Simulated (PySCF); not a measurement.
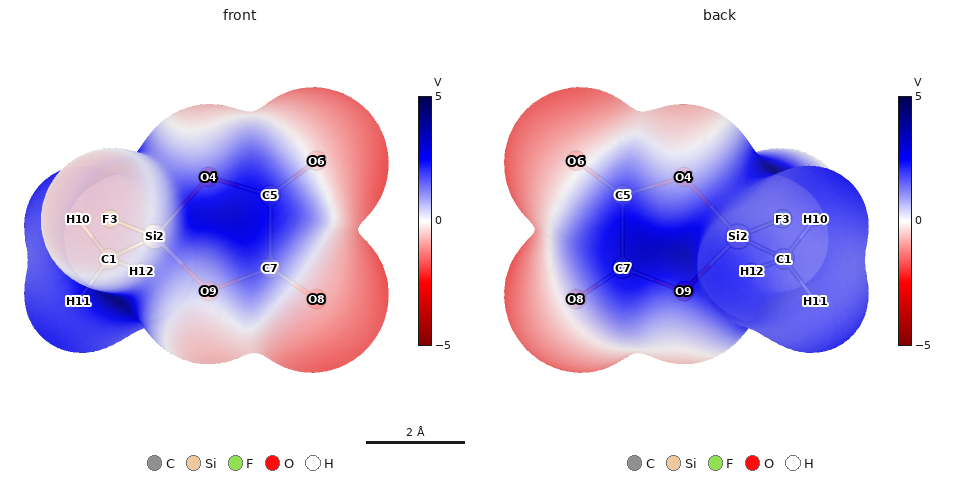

C3H3FO4Si. The molecular electrostatic potential painted on the density surface at 0.004 e/bohr³, seen from the front and from behind; red is negative and blue positive.

Geometry: GFN2-xTB.

The calculation used PySCF, CAM-B3LYP/def2-SVPD, SCF density, gas phase.

Input file:

```
{"job": {"kind": "uv", "xc": "CAM-B3LYP", "basis": "def2-SVPD", "nstates": 8, "ntriplets": 3}, "charge": 0, "multiplicity": 1}
C     -1.946844    -0.171105    -0.628826
Si    -0.483680    -0.363381     0.523371
F     -0.794374    -1.124778     1.891998
O      0.297542     1.041414     0.907913
C      1.589961     1.050662     0.541449
O      2.329725     1.963309     0.708456
C      1.939038    -0.297817    -0.128517
O      2.996194    -0.609193    -0.568403
O      0.847269    -1.080217    -0.144820
H     -2.741513     0.383611    -0.140120
H     -2.344051    -1.144599    -0.898280
H     -1.688068     0.351410    -1.546118
```

Launched as:

```sh
OMP_NUM_THREADS=1 python probes_run.py task.json out
```

Question: Which sites attract a positive test charge, and which a negative one?

Answer: A positive charge is drawn to the negative regions and a negative charge to the positive ones. The most negative region (about −1.6 V) lies over O6 and O8, the most positive (about +4.1 V) over Si2.

Question: How polar is the molecule by this calculation?

Answer: Its dipole moment is 5.78 D.
